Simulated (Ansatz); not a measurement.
# Sn wire along [111], 14 atoms a period, H-terminated: bands by functional and under strain, part 2 of 3

Aim: is the Sn wire along [111], 14 atoms a period, H-terminated a metal or a semiconductor?

Ansatz 0.2.0; DFT PBE, plane waves, PAW; relaxation of a wire's period; PAW set soft_1 (the session's first sound run).

So far. Step 2 (Relaxing the period): The cell's length comes to 11.512 Å with spin left out.

## 3. Bands of the perfect wire

This step: DFT PBE, plane waves, PAW; bands of a perfect wire; PAW set soft_1 (Ansatz 0.2.0).

At the relaxed period the bands are computed along the axis; those that cross an energy going forward count the channels that a perfect wire would open there.

input.yaml

```yaml
crystal:
  lattice:
    - [14.36, 0.0, 0.0]
    - [0.0, 15.53, 0.0]
    - [0.0, 0.0, 11.5116834362]
  atoms:
    - { symbol: Sn, position: [0.5, 0.49997634, 0.000986434] }
    - { symbol: Sn, position: [0.5, 0.499993648, 0.249013566] }
    - { symbol: H, position: [0.240545431, 0.464776547, 0.284621088] }
    - { symbol: H, position: [0.337323671, 0.309815411, 0.284598876] }
    - { symbol: H, position: [0.403231906, 0.725359358, 0.28457802] }
    - { symbol: H, position: [0.596768094, 0.725359358, 0.28457802] }
    - { symbol: H, position: [0.662676329, 0.309815411, 0.284598876] }
    - { symbol: H, position: [0.759454569, 0.464776547, 0.284621088] }
    - { symbol: Sn, position: [0.340150413, 0.41464182, 0.335972675] }
    - { symbol: Sn, position: [0.5, 0.67068565, 0.335948238] }
    - { symbol: Sn, position: [0.659849587, 0.41464182, 0.335972675] }
    - { symbol: Sn, position: [0.340064096, 0.414582017, 0.58205802] }
    - { symbol: Sn, position: [0.5, 0.670823189, 0.582032787] }
    - { symbol: Sn, position: [0.659935904, 0.414582017, 0.58205802] }
    - { symbol: H, position: [0.241178924, 0.638136185, 0.617570585] }
    - { symbol: H, position: [0.5, 0.223590996, 0.617569378] }
    - { symbol: H, position: [0.758821076, 0.638136185, 0.617570585] }
    - { symbol: H, position: [0.241178924, 0.361833803, 0.632429415] }
    - { symbol: H, position: [0.5, 0.776378991, 0.632430622] }
    - { symbol: H, position: [0.758821076, 0.361833803, 0.632429415] }
    - { symbol: Sn, position: [0.340064096, 0.585387971, 0.66794198] }
    - { symbol: Sn, position: [0.5, 0.329146799, 0.667967213] }
    - { symbol: Sn, position: [0.659935904, 0.585387971, 0.66794198] }
    - { symbol: Sn, position: [0.340150413, 0.585328168, 0.914027325] }
    - { symbol: Sn, position: [0.5, 0.329284337, 0.914051762] }
    - { symbol: Sn, position: [0.659849587, 0.585328168, 0.914027325] }
    - { symbol: H, position: [0.240545431, 0.53519344, 0.965378912] }
    - { symbol: H, position: [0.337323671, 0.690154577, 0.965401124] }
    - { symbol: H, position: [0.403231906, 0.274610629, 0.96542198] }
    - { symbol: H, position: [0.596768094, 0.274610629, 0.96542198] }
    - { symbol: H, position: [0.662676329, 0.690154577, 0.965401124] }
    - { symbol: H, position: [0.759454569, 0.53519344, 0.965378912] }
kpoints:
  mp_grid: { grid: [1, 1, 7] }
  band_path: { path: ["Γ", Z], npoints: 90 }
scf:
  occupations: { method: fermi_dirac, width: 0.05 }
hamiltonian:
  xc: pbe
  pseudopotentials: { kind: paw, azcp: { folder: soft_1 } }
output:
  dos: { e_range: [-5, 4] }
  write_potential: true
  write_density: true
  volumetric_format: npy
```

Command:

```sh
$ ansatz run input.yaml --threads 4 --pin off --max-ram 16384MiB --backend cpu --events-out ev --progress --plain --runs-dir out
```

Numbers of over 12 decimals in the logs are rounded to 6 here.

The log of the run:

```text
[...]
Crystal: 32 atoms, lattice volume = 2567.230 Å³
Basis set: ecut = 420 eV, 50203 PW (Γ)
Bands: 139, of which v1, the nominal top of the filled ones, is band 107 counted from 1 (106 counted from 0)
Symmetry: 4 space group operations
[...]
k-points: 4 of 7
[...]
SCF iter   1: F=—  HF=-84623.289845 eV  |F-HF|=—  |Δ(HF+E_count)|=         —  Δρ=2.54e-2  dr2=1.68e1  ethr=3.10e-3  ⟨swp⟩=7.8  Hψ=2503  notcnv=0  defer=22
[...]
SCF iter  10: F=-84618.198864 eV  HF=-84618.198864 eV  |F-HF|=2.70e-8  |Δ(HF+E_count)|=   4.76e-7  Δρ=6.85e-7  dr2=1.65e-8  ethr=4.67e-11  ⟨swp⟩=17.2  Hψ=3148  notcnv=0
SCF 1 converged in 10 iterations: F = -84618.198864 eV  dr2 = 1.65e-8
[...]
NSCF: frozen V_eff on 91 k-points
WARN: pass on a band path, mesh or list of k-points: the 91 k-points are solved 48 at a time at the most, because the 14.40 GiB of host memory that the pass is priced against does not hold them all with the solver's workspace as planned. The pass can take longer, above all where fewer k-points are solved at a time than the run has threads. As a rule a larger memory budget leaves room for more at once. The budget is what a run with no `--max-ram-frac` typed is planned for, 0.8 of the host's memory or its container's limit. More memory there lifts it, and so does a share over 0.88 that is typed (of such a share the budget is ten elevenths): [rest of the remark cut]
WARN: The output density's exchange-correlation potential varies sharply where the density is thin. Do not read a vacuum level from v_tot or v_xc, or from such a field of the output density. On a cell that repeats whose density bears no net charge and no dipole along the vacuum's axis use v_es (v_loc + v_h of the components); under efield.dipole_correction with no amplitude use v_es + v_field, which holds any externa [...]
SCF converged after 10 iterations
Free energy (F): -84618.198864 eV
[...]
Internal energy: -84618.198864 eV  (E = F + TS)
E sigma→0 (E₀):  -84618.198864 eV
Fermi energy:    -1.917292 eV
[...]
--- Band table (eV) ---
  k-point 0: bands = [... 103 lower, -3.7808, -3.7250, -3.7243, -3.0334, -0.7678, -0.0456, -0.0384, -0.0307, ... 28 higher]
  k-point 1: bands = [... 103 lower, -3.7787, -3.6560, -3.6554, -3.1096, -0.7475, -0.2093, -0.2051, 0.0680, ... 28 higher]
  k-point 2: bands = [... 103 lower, -3.7739, -3.5706, -3.5701, -3.3206, -0.6871, -0.3198, -0.3158, -0.0716, ... 28 higher]
  k-point 3: bands = [... 103 lower, -3.7701, -3.6227, -3.5226, -3.5221, -0.6072, -0.3696, -0.3658, -0.2294, ... 28 higher]
```

It took 5.5 min on 4 threads of Arm Neoverse V2, shared host; peak memory 11 GiB; 22 min of CPU time.

In the SCF lines HF is the Harris–Foulkes energy and dr2 the Hartree energy of the density residual, in eV; the loop may stop once dr2 is under the threshold and the program's other checks hold. Hψ counts applications of the Hamiltonian.

Numbers from this step:

* band gap: 2.266 eV

Electronic bands along the path, in eV, zero at the Fermi level; v1 is the highest filled band, c1 the lowest empty one:

```csv
point,v4,v3,v2,v1,c1,c2,c3,c4
Γ,-1.86,-1.81,-1.81,-1.12,1.15,1.87,1.88,1.89
Z,-1.85,-1.85,-1.60,-1.60,1.33,1.54,1.55,1.66
```

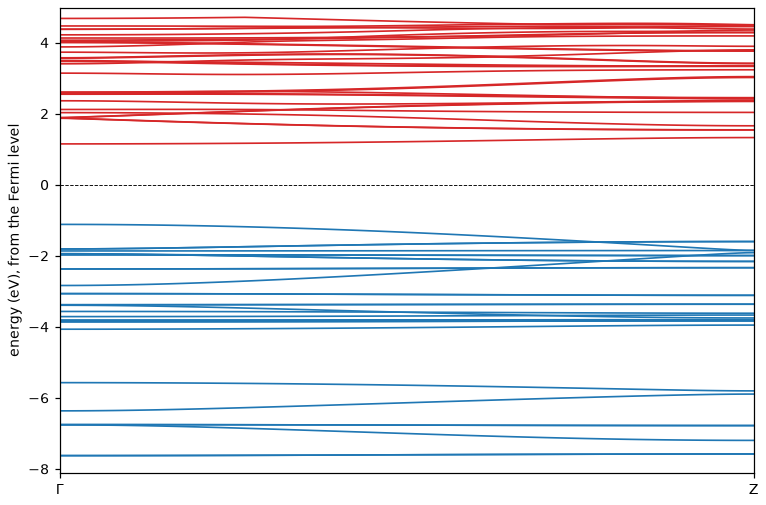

Electronic bands along the path; lines of filled and empty bands in two colours.

The gap is 2.27 eV, with spin left out.

On this path the gap is direct, 2.27 eV, with the valence top at Γ and the conduction bottom at Γ.

## 4. Another level of theory, cutoff 500 eV, k-mesh 1×1×6

This step: DFT r2SCAN, plane waves, PAW; bands of a perfect wire at the PBE geometry; PAW set soft_1 (Ansatz 0.2.0).

The atoms stay at the PBE geometry and the functional changes. r2SCAN also reads the kinetic-energy density; it often gives larger moments and wider gaps than PBE, at a higher cost. Against the first PBE run of this kind, the cutoff is 500 eV against 420 and the mesh along the wire has 6 points against 7.

Edit input.yaml of step 3 so:

```diff
@@ -39,3 +39,3 @@
 kpoints:
-  mp_grid: { grid: [1, 1, 7] }
+  mp_grid: { grid: [1, 1, 6] }
   band_path: { path: ["Γ", Z], npoints: 90 }
@@ -44,8 +44,3 @@
 hamiltonian:
-  xc: pbe
+  xc: r2scan
   pseudopotentials: { kind: paw, azcp: { folder: soft_1 } }
-output:
-  dos: { e_range: [-5, 4] }
-  write_potential: true
-  write_density: true
-  volumetric_format: npy
```

The log of the run:

```text
[...]
Crystal: 32 atoms, lattice volume = 2567.230 Å³
Basis set: ecut = 500 eV, 65161 PW (Γ), exchange–correlation on 432×480×360 points (64 copies of the dense FFT grid, shifted against one another)
Bands: 139, of which v1, the nominal top of the filled ones, is band 107 counted from 1 (106 counted from 0)
Symmetry: 4 space group operations
[...]
k-points: 4 of 6
[...]
SCF iter   1: F=—  HF=-84824.091794 eV  |F-HF|=—  |Δ(HF+E_count)|=         —  Δρ=2.42e-2  dr2=1.51e1  dr2_τ=1.22e-1  ethr=3.10e-3  ⟨swp⟩=7.5  Hψ=2661  notcnv=0  defer=31
[...]
SCF iter  10: F=-84820.996746 eV  HF=-84820.996746 eV  |F-HF|=2.74e-8  |Δ(HF+E_count)|=   5.76e-7  Δρ=4.95e-7  dr2=9.33e-9  dr2_τ=1.88e-10  ethr=4.67e-11  ⟨swp⟩=18.5  Hψ=2946  notcnv=0
SCF 1 converged in 10 iterations: F = -84820.996746 eV  dr2 = 9.33e-9
[...]
SCF converged after 10 iterations
Free energy (F): -84820.996746 eV
[...]
Internal energy: -84820.996746 eV  (E = F + TS)
E sigma→0 (E₀):  -84820.996746 eV
Fermi energy:    -1.926998 eV
[...]
--- Band table (eV) ---
  k-point 0: bands = [... 103 lower, -4.0042, -3.9420, -3.9414, -3.2095, -0.6017, 0.0885, 0.0899, 0.1327, ... 28 higher]
  k-point 1: bands = [... 103 lower, -4.0015, -3.8531, -3.8526, -3.3169, -0.5829, -0.0860, -0.0836, 0.2448, ... 28 higher]
  k-point 2: bands = [... 103 lower, -3.9961, -3.7585, -3.7580, -3.6076, -0.5261, -0.1961, -0.1937, 0.0573, ... 28 higher]
  k-point 3: bands = [... 103 lower, -3.9934, -3.9766, -3.7237, -3.7233, -0.4790, -0.2287, -0.2263, -0.0536, ... 28 higher]
```

It took 9.4 min on 4 threads; peak memory 11 GiB; 37 min of CPU time.

Numbers from this step:

```yaml
band_gap: 2.608 eV
```

Electronic bands along the path, in eV, zero at the Fermi level; v1 is the highest filled band, c1 the lowest empty one:

| point | v4 | v3 | v2 | v1 | c1 | c2 | c3 | c4 |
| --- | --- | --- | --- | --- | --- | --- | --- | --- |
| Γ | -2.08 | -2.02 | -2.01 | -1.28 | 1.33 | 2.02 | 2.02 | 2.06 |
| Z | -2.07 | -2.05 | -1.80 | -1.80 | 1.45 | 1.70 | 1.70 | 1.87 |

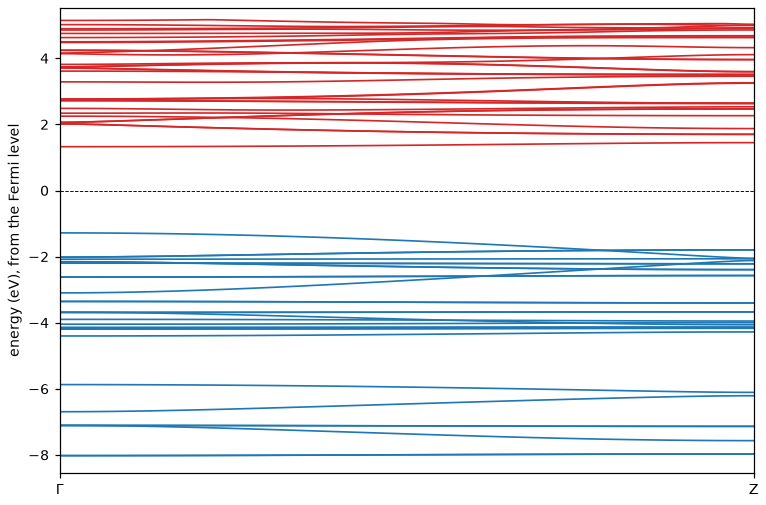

Electronic bands along the path; lines of filled and empty bands in two colours.

The gap is 2.61 eV, against 2.27 eV under PBE at the relaxed period.

## 5. Another level of theory, level HSE06, cutoff 420 eV

This step: DFT HSE06, plane waves, PAW; levels of a perfect wire at the PBE geometry; PAW set soft_1 (Ansatz 0.2.0).

The atoms stay at the PBE geometry and the functional changes. HSE06 mixes in a quarter of short-range exact exchange, which removes part of the self-interaction that closes gaps; it is dear, so the mesh is thinner and no path is run. Against the first PBE run of this kind, the mesh along the wire has 3 points against 7.

Edit input.yaml of step 4 so:

```diff
@@ -39,4 +39,3 @@
 kpoints:
-  mp_grid: { grid: [1, 1, 6] }
-  band_path: { path: ["Γ", Z], npoints: 90 }
+  mp_grid: { grid: [1, 1, 3] }
 scf:
@@ -44,3 +43,3 @@
 hamiltonian:
-  xc: r2scan
+  xc: hse06
   pseudopotentials: { kind: paw, azcp: { folder: soft_1 } }
```

The log of the run:

```text
[...]
Crystal: 32 atoms, lattice volume = 2567.230 Å³
Basis set: ecut = 420 eV, 50203 PW (Γ)
Bands: 139, of which v1, the nominal top of the filled ones, is band 107 counted from 1 (106 counted from 0)
Symmetry: 4 space group operations
[...]
k-points: 2 of 3
[...]
SCF iter   6: F=-84618.213670 eV  HF=-84618.213803 eV  |F-HF|=1.32e-4  |Δ(HF+E_count)|=   1.14e-3  Δρ=1.01e-4  dr2=2.69e-4  ethr=1.06e-6  ⟨swp⟩=4.0  Hψ=665  notcnv=0
[...]
Free energy (F): -84676.969966 eV
Frozen-core exchange: fock
[...]
Internal energy: -84676.969966 eV  (E = F + TS)
E sigma→0 (E₀):  -84676.969966 eV
Fermi energy:    -1.925078 eV
[...]
--- Band table (eV) ---
  k-point 0: bands = [... 103 lower, -4.2400, -4.1785, -4.1780, -3.4077, -0.4183]
  k-point 1: bands = [... 103 lower, -4.2323, -3.9820, -3.9815, -3.8218, -0.3598]
  guard bands above this table: 31 of the run's 139 bands. The solve was not asked for them (output.publish_guard_bands: true or output.eigenvalues: true publishes all)
```

It took 16 min on 4 threads; peak memory 9.4 GiB.

Numbers from this step:

```
band gap : 2.989 eV
```

The gap is 2.99 eV, against 2.27 eV under PBE at the relaxed period.

(Part 2 of 3 ends here.)

[Logs are printed without paths, hosts, clocks, repeated set-up lines and the standing remarks that a program may print on its own settings, such as how far it seeks lower states.]

[Hosts, paths, dates, database ids (printed as entryN), source tags and the programs' standing remarks are cut or masked in the printed files.]
